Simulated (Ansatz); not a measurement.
# CO on a Mo(110) slab cut from the Im-3m phase: a line through an energy map

One line of a two-coordinate grid on CO on a Mo(110) slab cut from the Im-3m phase (12 atoms of substrate and one adsorbate in a 2 × 2 cell): position of O13 along the second surface vector, from above Mo9 is varied, at position of O13 along the first surface vector, from above Mo9 = 0.167.

The COD entry's cell or inner coordinates are ideal or old and differ from later refinements, so a difference from it is no clean test against experiment.

Method: DFT PBE+D3(BJ), scalar-relativistic, plane waves, PAW, in Ansatz 0.2.0.

2 further runs of the same task are left out: 2 set aside as unsound or not needed.

### Step 1. The system as given

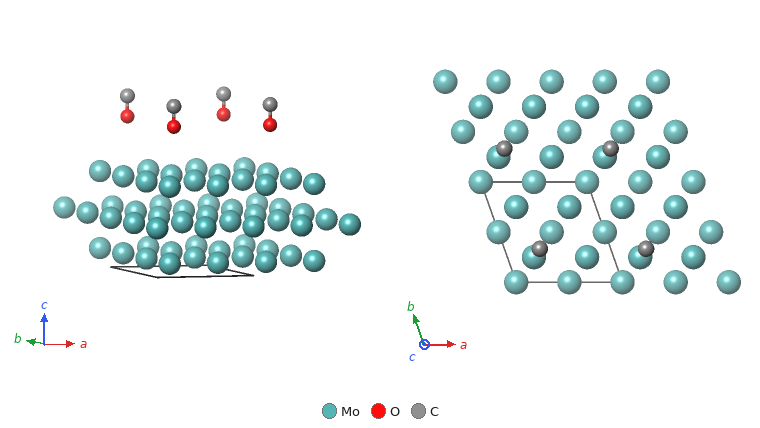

Start, viewed from the side (left, normal up) and from above (right); molybdenum teal, oxygen red, carbon grey; 2×2 surface cells, with atoms on the cell's edges repeated; the outline under the slab is one cell, and the vacuum is left out.

As a file:

```xyz
14
Lattice="5.4218 0.0000 0.0000 -1.8073 5.1117 0.0000 0.0000 0.0000 23.3631" Properties=species:S:1:pos:R:3 pbc="T T T"
Mo    0.9036    1.2779    4.0000
Mo    0.0000    3.8338    4.0000
Mo    3.6145    1.2779    4.0000
Mo    2.7109    3.8338    4.0000
Mo    0.0000    0.0000    6.1565
Mo   -0.9036    2.5558    6.1565
Mo    2.7109    0.0000    6.1565
Mo    1.8073    2.5558    6.1565
Mo    0.9036    1.2779    8.3131
Mo    0.0000    3.8338    8.3131
Mo    3.6145    1.2779    8.3131
Mo    2.7109    3.8338    8.3131
O     1.2048    1.7039   11.6131
C     1.2048    1.7039   12.7631
```

This is the geometry of the first run shown, built on a cell relaxed beforehand with the same method.

### Step 2. The scan

Atoms count from 1 in the order of the input.

CO (O end down) is moved over the surface cell at a fixed height above a rigid substrate; the origin of the map has the adsorbate above Mo9; the height is held at 3.30 Å.

The axes are (1) position of O13 along the first surface vector, from above Mo9: 6 values from 0.000 to 0.833, periodic; (2) position of O13 along the second surface vector, from above Mo9: 6 values from 0.000 to 0.833, periodic.

Nothing else is relaxed. Points are written as (first, second).

The two vectors of the plane (Å): (2.711, 0.000, 0.000); (-0.904, 2.556, 0.000).

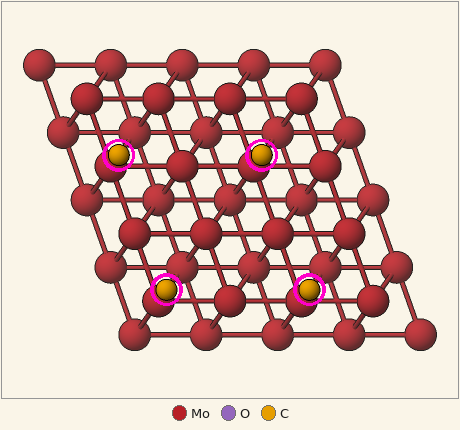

The geometry at (1/6, 1/6) of the map's two axes. Rings mark the moved atoms.

### Step 3. Grid point (1/6, 1/6) of the map's two axes

The cell repeats along c, and a dipole correction in the vacuum removes the field between the copies.

Input file input.yaml:

```yaml
crystal:
  lattice:
    - [5.4217526921, 0.0, 0.0]
    - [-1.8072508974, 5.1116774593, 0.0]
    - [0.0, 0.0, 23.3631157962]
  atoms:
    - { symbol: Mo, position: [0.25, 0.25, 0.1712100404] }
    - { symbol: Mo, position: [0.25, 0.75, 0.1712100404] }
    - { symbol: Mo, position: [0.75, 0.25, 0.1712100404] }
    - { symbol: Mo, position: [0.75, 0.75, 0.1712100404] }
    - { symbol: Mo, position: [0.0, 0.0, 0.2635148499] }
    - { symbol: Mo, position: [0.0, 0.5, 0.2635148499] }
    - { symbol: Mo, position: [0.5, 0.0, 0.2635148499] }
    - { symbol: Mo, position: [0.5, 0.5, 0.2635148499] }
    - { symbol: Mo, position: [0.25, 0.25, 0.3558222229] }
    - { symbol: Mo, position: [0.25, 0.75, 0.3558222229] }
    - { symbol: Mo, position: [0.75, 0.25, 0.3558222229] }
    - { symbol: Mo, position: [0.75, 0.75, 0.3558222229] }
    - { symbol: O, position: [0.3333333333, 0.3333333333, 0.4970705062] }
    - { symbol: C, position: [0.3333333333, 0.3333333333, 0.5462933929] }
basis:
  ecutwfc: 420
kpoints:
  mp_grid: { grid: [5, 5, 1] }
hamiltonian:
  xc: pbe
  pseudopotentials: { kind: paw, azcp: { folder: soft_1 } }
  dispersion: d3bj
scf:
  occupations: { method: gaussian, width: 0.1 }
output:
  forces: true
  eigenvalues: true
efield:
  axis: 3
  dipole_correction: true
  ramp_width: 0.04
```

Run with:

```bash
$ ansatz run input.yaml --threads 4 --pin off --max-ram 12288MiB --backend cpu --events-out ev --progress --plain --runs-dir out
```

Log, cut to the lines that bear on the results:

```text
Warning: RAYON_NUM_THREADS=4 ignored (pool sized by the plan → 4); use --threads N
[...]
Pseudopotentials: kind: paw
Pseudopotential: Mo, paw, valence charge 14, recommended cutoff 420 eV (normal), <dir>
Pseudopotential: O, paw, valence charge 6, recommended cutoff 420 eV (normal), <dir>
Pseudopotential: C, paw, valence charge 4, recommended cutoff 420 eV (normal), <dir>
Functional definition: PBE
[...]
Crystal: 14 atoms, lattice volume = 647.491 Å³
Basis set: ecut = 420 eV, 12579 PW (Γ), exchange–correlation on 80×80×320 points (8 copies of the dense FFT grid, shifted against one another)
Bands: 107, of which v1, the nominal top of the filled ones, is band 89 counted from 1 (88 counted from 0)
Symmetry: 2 space group operations
Space group: Cm (ITA 8), of the structure as read, at distance tolerance 8.7e-5 Å
k-points: 9 of 25 (time reversal used)
[...]
SCF iter   1: F=—  HF=-60294.886106 eV  |F-HF|=—  |Δ(HF+E_count)|=         —  Δρ=5.96e-2  dr2=4.76e1  ethr=3.10e-3  p=0.000 e·Å  D=3.89e-7 V/Å  ΔV_dip=-0.00 eV  dr2_dipole=1.12e-2  V_vac-E_F(+/−)=6.17/6.17 eV  ⟨swp⟩=9.6  Hψ=4557  notcnv=0
[...]
SCF iter  12: F=-60285.067315 eV  HF=-60285.067315 eV  |F-HF|=8.40e-9  |Δ(HF+E_count)|=   8.77e-8  Δρ=1.47e-6  dr2=2.51e-8  ethr=5.62e-11  p=0.007 e·Å  D=1.87e-3 V/Å  ΔV_dip=-0.04 eV  dr2_dipole=1.76e-10  V_vac-E_F(+/−)=4.73/4.77 eV  ⟨swp⟩=44.1  Hψ=5169  notcnv=0
[...]
SCF converged after 12 iterations
Free energy (F): -60285.067315 eV
[...]
E sigma→0 (E₀):  -60285.042292 eV
Entropy (-TS):   -0.050045 eV (-3.575 meV/atom)
Fermi energy:    3.164668 eV
Dipole field:    D = 0.001879 V/Å  (p = 0.006723 e·Å, saw-weighted, corrected)
Work function:   Φ+ = 4.7300 eV   Φ− = 4.7739 eV
Levels:          The Fermi level and band energies are counted from a zero that moves with the ramp; work functions are not
[...]
--- Forces (eV/Å), atoms counted from 1 ---
  atom   1  Mo     0.00395727     0.00559642    -0.00041099
  atom   2  Mo     0.00366072    -0.00267486    -0.01658481
  atom   3  Mo    -0.00374212     0.00255974    -0.01658481
  atom   4  Mo    -0.00488715    -0.00691148    -0.00711958
  atom   5  Mo    -0.00711052    -0.01005580     0.04240597
  atom   6  Mo     0.00230456    -0.00241812     0.01272917
  atom   7  Mo    -0.00304801     0.00136672     0.01272917
  atom   8  Mo     0.00606567     0.00857816    -0.00240126
[...]
--- Band table (eV; the first three rows and the last of 9) ---
[...]
```

It took 21 s on 4 threads of Arm Neoverse V2, shared host; peak memory 1.7 GiB.

From the log: work function 4.73 eV (top face), 4.77 eV (bottom face); dipole along +c 0.007 e·Å per cell.

### Step 4. Point (1/6, 2/6) of the map's two axes

Changes to input.yaml since step 3:

```diff
@@ -18,4 +18,4 @@
     - { symbol: Mo, position: [0.75, 0.75, 0.3558222229] }
-    - { symbol: O, position: [0.3333333333, 0.3333333333, 0.4970705062] }
-    - { symbol: C, position: [0.3333333333, 0.3333333333, 0.5462933929] }
+    - { symbol: O, position: [0.3333333333, 0.4166666667, 0.4970705062] }
+    - { symbol: C, position: [0.3333333333, 0.4166666667, 0.5462933929] }
 basis:
```

Run with:

```bash
$ ansatz run input.yaml --threads 4 --pin off --max-ram 12288MiB --backend cpu --events-out ev --progress --plain --runs-dir out
```

Log, cut to the lines that bear on the results:

```text
Warning: RAYON_NUM_THREADS=4 ignored (pool sized by the plan → 4); use --threads N
[...]
Pseudopotentials: kind: paw
Pseudopotential: Mo, paw, valence charge 14, recommended cutoff 420 eV (normal), <dir>
Pseudopotential: O, paw, valence charge 6, recommended cutoff 420 eV (normal), <dir>
Pseudopotential: C, paw, valence charge 4, recommended cutoff 420 eV (normal), <dir>
Functional definition: PBE
[...]
Crystal: 14 atoms, lattice volume = 647.491 Å³
Basis set: ecut = 420 eV, 12579 PW (Γ), exchange–correlation on 80×80×320 points (8 copies of the dense FFT grid, shifted against one another)
Bands: 107, of which v1, the nominal top of the filled ones, is band 89 counted from 1 (88 counted from 0)
Symmetry: 1 space group operations
Space group: P1 (ITA 1), of the structure as read, at distance tolerance 8.7e-5 Å
k-points: 13 of 25 (time reversal used)
[...]
SCF converged after 12 iterations
Free energy (F): -60285.057493 eV
[...]
E sigma→0 (E₀):  -60285.032555 eV
Entropy (-TS):   -0.049876 eV (-3.563 meV/atom)
Fermi energy:    3.164195 eV
Dipole field:    D = 0.001762 V/Å  (p = 0.006306 e·Å, saw-weighted, corrected)
Work function:   Φ+ = 4.7324 eV   Φ− = 4.7735 eV
Levels:          The Fermi level and band energies are counted from a zero that moves with the ramp; work functions are not
[...]
--- Forces (eV/Å), atoms counted from 1 ---
  atom   1  Mo     0.00071920     0.01110575    -0.00378885
  atom   2  Mo     0.00746901    -0.00817914    -0.01406879
  atom   3  Mo     0.00081560     0.00248929    -0.01337260
  atom   4  Mo    -0.00922476    -0.00754827    -0.00884523
  atom   5  Mo    -0.00196287    -0.00984969     0.05532684
  atom   6  Mo    -0.00300574    -0.00184286    -0.00136255
  atom   7  Mo    -0.00413479     0.00531359     0.01953291
  atom   8  Mo     0.00575915     0.00548882    -0.00866208
[...]
--- Band table (eV; the first three rows and the last of 13) ---
[...]
```

Wall time 30 s (4 threads of Arm Neoverse V2, shared host); peak memory 1.8 GiB.

Read from this run: work function 4.73 eV (top face), 4.77 eV (bottom face); dipole along +c 0.006 e·Å per cell.

### Step 5. Point (1/6, 3/6) of the map's two axes

Changes to input.yaml since step 4:

```diff
@@ -18,4 +18,4 @@
     - { symbol: Mo, position: [0.75, 0.75, 0.3558222229] }
-    - { symbol: O, position: [0.3333333333, 0.4166666667, 0.4970705062] }
-    - { symbol: C, position: [0.3333333333, 0.4166666667, 0.5462933929] }
+    - { symbol: O, position: [0.3333333333, 0.5, 0.4970705062] }
+    - { symbol: C, position: [0.3333333333, 0.5, 0.5462933929] }
 basis:
```

Run with:

```bash
$ ansatz run input.yaml --threads 4 --pin off --max-ram 12288MiB --backend cpu --events-out ev --progress --plain --runs-dir out
```

Log, cut to the lines that bear on the results:

```text
Warning: RAYON_NUM_THREADS=4 ignored (pool sized by the plan → 4); use --threads N
[...]
Pseudopotentials: kind: paw
Pseudopotential: Mo, paw, valence charge 14, recommended cutoff 420 eV (normal), <dir>
Pseudopotential: O, paw, valence charge 6, recommended cutoff 420 eV (normal), <dir>
Pseudopotential: C, paw, valence charge 4, recommended cutoff 420 eV (normal), <dir>
Functional definition: PBE
[...]
Crystal: 14 atoms, lattice volume = 647.491 Å³
Basis set: ecut = 420 eV, 12579 PW (Γ), exchange–correlation on 80×80×320 points (8 copies of the dense FFT grid, shifted against one another)
Bands: 107, of which v1, the nominal top of the filled ones, is band 89 counted from 1 (88 counted from 0)
Symmetry: 1 space group operations
Space group: P1 (ITA 1), of the structure as read, at distance tolerance 8.7e-5 Å
k-points: 13 of 25 (time reversal used)
[...]
SCF converged after 12 iterations
Free energy (F): -60285.050359 eV
[...]
E sigma→0 (E₀):  -60285.025489 eV
Entropy (-TS):   -0.049739 eV (-3.553 meV/atom)
Fermi energy:    3.164917 eV
Dipole field:    D = 0.001779 V/Å  (p = 0.006364 e·Å, saw-weighted, corrected)
Work function:   Φ+ = 4.7316 eV   Φ− = 4.7731 eV
Levels:          The Fermi level and band energies are counted from a zero that moves with the ramp; work functions are not
[...]
--- Forces (eV/Å), atoms counted from 1 ---
  atom   1  Mo    -0.00190468     0.01413918    -0.00846905
  atom   2  Mo     0.00991475    -0.01084937    -0.01015314
  atom   3  Mo     0.00460121     0.00134095    -0.00931887
  atom   4  Mo    -0.01162829    -0.00661075    -0.01076890
  atom   5  Mo     0.00400579    -0.00935173     0.06182646
  atom   6  Mo    -0.00706549    -0.00306768    -0.00641238
  atom   7  Mo    -0.00265050     0.00927100     0.02083094
  atom   8  Mo     0.00516128     0.00239459    -0.01298781
[...]
--- Band table (eV; the first three rows and the last of 13) ---
[...]
```

It took 30 s on 4 threads of Arm Neoverse V2, shared host; peak memory 1.8 GiB.

This gives work function 4.73 eV (top face), 4.77 eV (bottom face); dipole along +c 0.006 e·Å per cell.

### Step 6. Point (1/6, 4/6) of the map's two axes

Changes to input.yaml since step 5:

```diff
@@ -18,4 +18,4 @@
     - { symbol: Mo, position: [0.75, 0.75, 0.3558222229] }
-    - { symbol: O, position: [0.3333333333, 0.5, 0.4970705062] }
-    - { symbol: C, position: [0.3333333333, 0.5, 0.5462933929] }
+    - { symbol: O, position: [0.3333333333, 0.5833333333, 0.4970705062] }
+    - { symbol: C, position: [0.3333333333, 0.5833333333, 0.5462933929] }
 basis:
```

Run with:

```bash
$ ansatz run input.yaml --threads 4 --pin off --max-ram 12288MiB --backend cpu --events-out ev --progress --plain --runs-dir out
```

Log, cut to the lines that bear on the results:

```text
Warning: RAYON_NUM_THREADS=4 ignored (pool sized by the plan → 4); use --threads N
[...]
Pseudopotentials: kind: paw
Pseudopotential: Mo, paw, valence charge 14, recommended cutoff 420 eV (normal), <dir>
Pseudopotential: O, paw, valence charge 6, recommended cutoff 420 eV (normal), <dir>
Pseudopotential: C, paw, valence charge 4, recommended cutoff 420 eV (normal), <dir>
Functional definition: PBE
[...]
Crystal: 14 atoms, lattice volume = 647.491 Å³
Basis set: ecut = 420 eV, 12579 PW (Γ), exchange–correlation on 80×80×320 points (8 copies of the dense FFT grid, shifted against one another)
Bands: 107, of which v1, the nominal top of the filled ones, is band 89 counted from 1 (88 counted from 0)
Symmetry: 1 space group operations
Space group: P1 (ITA 1), of the structure as read, at distance tolerance 8.7e-5 Å
k-points: 13 of 25 (time reversal used)
[...]
SCF converged after 12 iterations
Free energy (F): -60285.053129 eV
[...]
E sigma→0 (E₀):  -60285.028242 eV
Entropy (-TS):   -0.049774 eV (-3.555 meV/atom)
Fermi energy:    3.166084 eV
Dipole field:    D = 0.001906 V/Å  (p = 0.006821 e·Å, saw-weighted, corrected)
Work function:   Φ+ = 4.7285 eV   Φ− = 4.7730 eV
Levels:          The Fermi level and band energies are counted from a zero that moves with the ramp; work functions are not
[...]
--- Forces (eV/Å), atoms counted from 1 ---
  atom   1  Mo    -0.00322396     0.01390044    -0.01284918
  atom   2  Mo     0.01049127    -0.01023963    -0.00566073
  atom   3  Mo     0.00613249    -0.00075825    -0.00622123
  atom   4  Mo    -0.01198874    -0.00402758    -0.01323304
  atom   5  Mo     0.00859489    -0.00858813     0.05943736
  atom   6  Mo    -0.00958244    -0.00535350    -0.00140189
  atom   7  Mo     0.00054439     0.01197389     0.01719701
  atom   8  Mo     0.00422149    -0.00027835    -0.01292397
[...]
--- Band table (eV; the first three rows and the last of 13) ---
[...]
```

It took 29 s on 4 threads of Arm Neoverse V2, shared host; peak memory 1.8 GiB.

From the log: work function 4.73 eV (top face), 4.77 eV (bottom face); dipole along +c 0.007 e·Å per cell.

### Step 7. Grid point (1/6, 5/6) of the map's two axes

Changes to input.yaml since step 6:

```diff
@@ -18,4 +18,4 @@
     - { symbol: Mo, position: [0.75, 0.75, 0.3558222229] }
-    - { symbol: O, position: [0.3333333333, 0.5833333333, 0.4970705062] }
-    - { symbol: C, position: [0.3333333333, 0.5833333333, 0.5462933929] }
+    - { symbol: O, position: [0.3333333333, 0.6666666667, 0.4970705062] }
+    - { symbol: C, position: [0.3333333333, 0.6666666667, 0.5462933929] }
 basis:
```

Run with:

```bash
$ ansatz run input.yaml --threads 4 --pin off --max-ram 12288MiB --backend cpu --events-out ev --progress --plain --runs-dir out
```

Log, cut to the lines that bear on the results:

```text
Warning: RAYON_NUM_THREADS=4 ignored (pool sized by the plan → 4); use --threads N
[...]
Pseudopotentials: kind: paw
Pseudopotential: Mo, paw, valence charge 14, recommended cutoff 420 eV (normal), <dir>
Pseudopotential: O, paw, valence charge 6, recommended cutoff 420 eV (normal), <dir>
Pseudopotential: C, paw, valence charge 4, recommended cutoff 420 eV (normal), <dir>
Functional definition: PBE
[...]
Crystal: 14 atoms, lattice volume = 647.491 Å³
Basis set: ecut = 420 eV, 12579 PW (Γ), exchange–correlation on 80×80×320 points (8 copies of the dense FFT grid, shifted against one another)
Bands: 107, of which v1, the nominal top of the filled ones, is band 89 counted from 1 (88 counted from 0)
Symmetry: 2 space group operations
Space group: Cm (ITA 8), of the structure as read, at distance tolerance 8.7e-5 Å
k-points: 9 of 25 (time reversal used)
[...]
SCF converged after 11 iterations
Free energy (F): -60285.063004 eV
[...]
E sigma→0 (E₀):  -60285.038032 eV
Entropy (-TS):   -0.049944 eV (-3.567 meV/atom)
Fermi energy:    3.166360 eV
Dipole field:    D = 0.002043 V/Å  (p = 0.007311 e·Å, saw-weighted, corrected)
Work function:   Φ+ = 4.7259 eV   Φ− = 4.7736 eV
Levels:          The Fermi level and band energies are counted from a zero that moves with the ramp; work functions are not
[...]
--- Forces (eV/Å), atoms counted from 1 ---
  atom   1  Mo    -0.00270889     0.01032428    -0.01593665
  atom   2  Mo     0.00940440    -0.00664991    -0.00172391
  atom   3  Mo     0.00454125    -0.00321115    -0.00506471
  atom   4  Mo    -0.01063679    -0.00088746    -0.01593665
  atom   5  Mo     0.00990533    -0.00700413     0.04836541
  atom   6  Mo    -0.01065073    -0.00769065     0.01095217
  atom   7  Mo     0.00370057     0.01260515     0.01095217
  atom   8  Mo     0.00246640    -0.00174401    -0.00728610
[...]
--- Band table (eV; the first three rows and the last of 9) ---
[...]
```

Wall time 25 s (4 threads of Arm Neoverse V2, shared host); peak memory 1.8 GiB.

Read from this run: work function 4.73 eV (top face), 4.77 eV (bottom face); dipole along +c 0.007 e·Å per cell.

### Step 8. What came out

| position of O13 along the second surface vector, from above Mo9 | step | energy (meV) | slope (meV per unit fraction) |
| --- | --- | --- | --- |
| 0.000 | – | 0.0 | −16 |
| 0.167 | 3 | 2.7 | 45 |
| 0.333 | 4 | 12.6 | 62 |
| 0.500 | 5 | 19.7 | 16 |
| 0.667 | 6 | 16.9 | −46 |
| 0.833 | 7 | 7.0 | −61 |

Energies count from the lowest point of the line. Rows without a step come from runs not printed here or follow by symmetry. Slopes come from the forces (and the stress, where the cell changes), not from differences of energies.

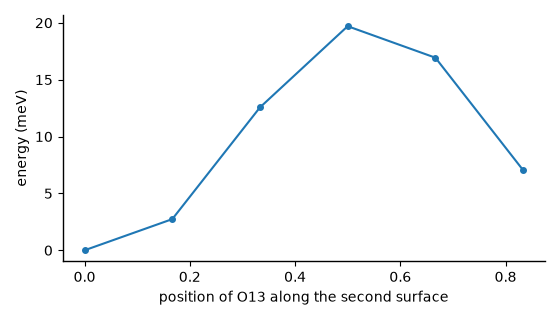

Energy along the line.

What this shows: The lowest point of the line is at 0.000. The highest point computed, at 0.500, lies 19.7 meV above the lowest. This is one cut through a surface in two coordinates; the map's lowest point lies off it. The host is rigid and the atom is kept to this plane, so wells and barriers of the map are not those of diffusion. The final runs have no spin polarisation, so no magnetic state was tried and one may lie lower.
